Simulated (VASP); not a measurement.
Band structure of InP (zinc blende). These are revTPSS meta-GGA, VASP's PBE PAW potentials (set 64) (plane waves; VASP 6.6.1) values and carry that method's errors.

Unless said otherwise, spin-orbit coupling is left out, though it shifts the bands of the heavy elements here.

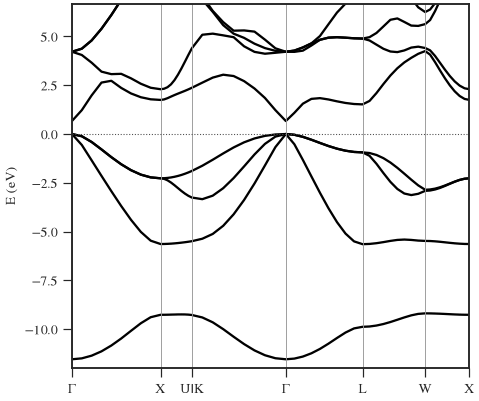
Bands along high-symmetry lines, zero at the valence-band maximum or, without a gap, the Fermi level

Q: Read the plot: is there a gap, and where are the band edges?

A: The gap is direct, 0.67 eV, from the valence maximum at Γ to the conduction minimum at Γ.

Measured: gap 1.47 eV (computed value off by -0.80 eV), as given by Wei Chen et al., Physical Review Materials (2018), doi:10.1103/physrevmaterials.2.073803 [zero-point renormalisation of 0.05 eV added back (the table's ZPR column)].

The compound is InP in the zinc blende structure. It was relaxed first.
